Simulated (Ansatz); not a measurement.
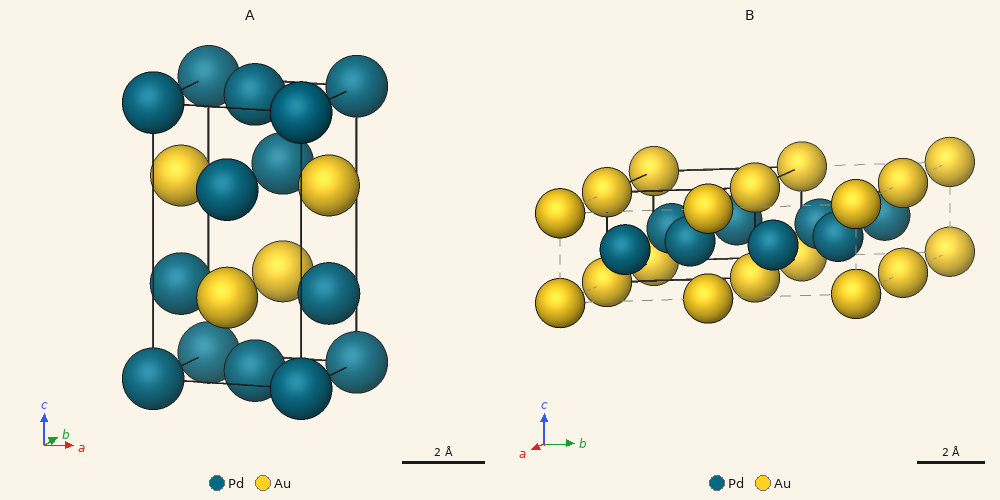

Two structures of Pd2Au, each relaxed to rest (conventional cells in solid outline, small ones repeated, not to one scale). Method: Ansatz, DFT PBE, scalar-relativistic, plane waves, PAW, without spin polarisation.

Give the type and space group of each.

Answer. A: 6 atoms a cell on a primitive tetragonal lattice, P4/nmm. B: AlB₂ type, P6/mmm.

Which is the more stable form at this level of theory?

Answer. B is lower, by 80 meV/atom at this level of theory (energies at zero smearing). Volumes: A 17.2, B 16.4 Å³/atom.

One or both may be structure types tried for this composition rather than known phases.
